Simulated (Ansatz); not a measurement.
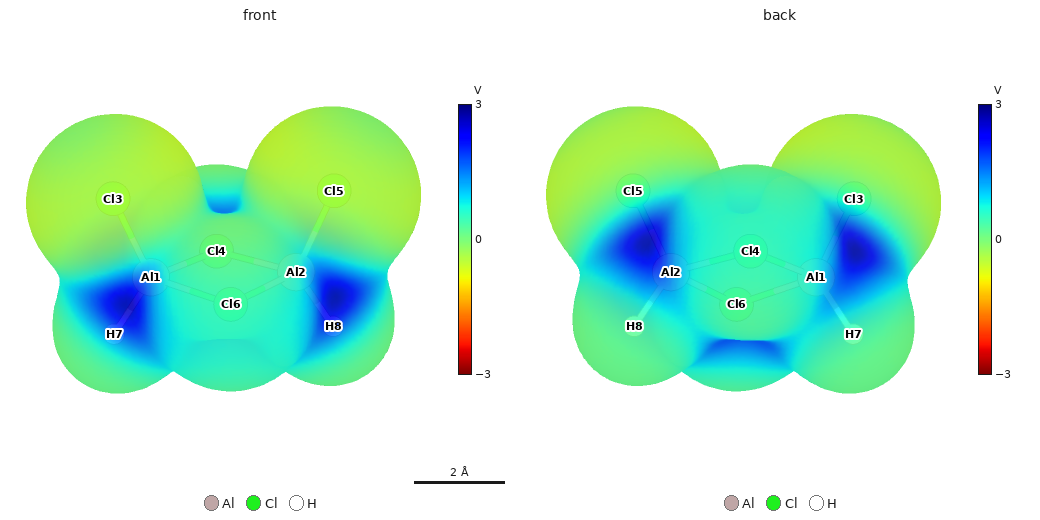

Figure 1: Al$_{2}$Cl$_{4}$H$_{2}$. The electrostatic potential painted on the density surface at 0.002 e/bohr³, seen from the front and from behind; red is negative and blue positive.

Geometry: PBE0-D4/def2-SVP.

These are results of isolated molecule in a Gaussian basis; Kohn-Sham density functional theory, functional PBE0 in Ansatz, not measurements.

```json
{"atom": "Al", "x (Å)": "-1.0647", "y (Å)": "1.5036", "z (Å)": "2.1942"}
{"atom": "Al", "x (Å)": "-0.9991", "y (Å)": "1.4238", "z (Å)": "-1.0543"}
{"atom": "Cl", "x (Å)": "-0.4631", "y (Å)": "3.3363", "z (Å)": "3.0122"}
{"atom": "Cl", "x (Å)": "-2.5948", "y (Å)": "1.9185", "z (Å)": "0.5271"}
{"atom": "Cl", "x (Å)": "-0.3633", "y (Å)": "3.2147", "z (Å)": "-1.9365"}
{"atom": "Cl", "x (Å)": "0.4829", "y (Å)": "0.8685", "z (Å)": "0.6152"}
{"atom": "H", "x (Å)": "-1.5114", "y (Å)": "0.2661", "z (Å)": "3.0418"}
{"atom": "H", "x (Å)": "-1.4126", "y (Å)": "0.1456", "z (Å)": "-1.8574"}
```

Question: Where is the surface potential most negative and most positive?

Answer: The most negative region (about −0.5 V) lies over Cl3 and Cl5, the most positive (about +2.6 V) over Al1 and Al2.

Question: How polar is the molecule by this calculation?

Answer: Its dipole moment is 2.10 D.
